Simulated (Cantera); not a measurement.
A closed system holds: 1 mol SiO₂, a varied amount of F₂, held at 975 K and 1.00 Torr.

Equilibrium computed with Cantera from the NASA thermochemical tables; the gas is ideal and each condensed phase is pure. Candidate condensed phases: Si, SiO₂; 17 gas species. The numbers say what is thermodynamically allowed, not how fast it happens.

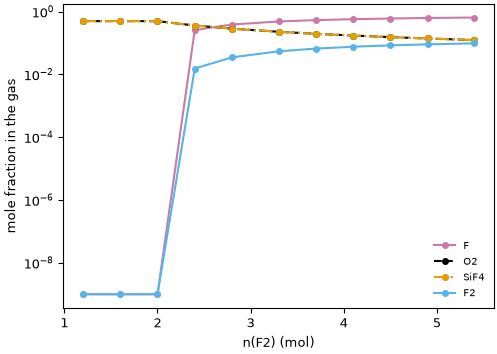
Figure: Equilibrium gas composition (values under 1e-9 drawn at 1e-9)

From 1.2 mol F₂ to 1.6 mol F₂ the condensed part is SiO₂(β-quartz). From 2 mol F₂ to 5.4 mol F₂ nothing is condensed. The main Si-bearing gas is SiF₄ throughout.
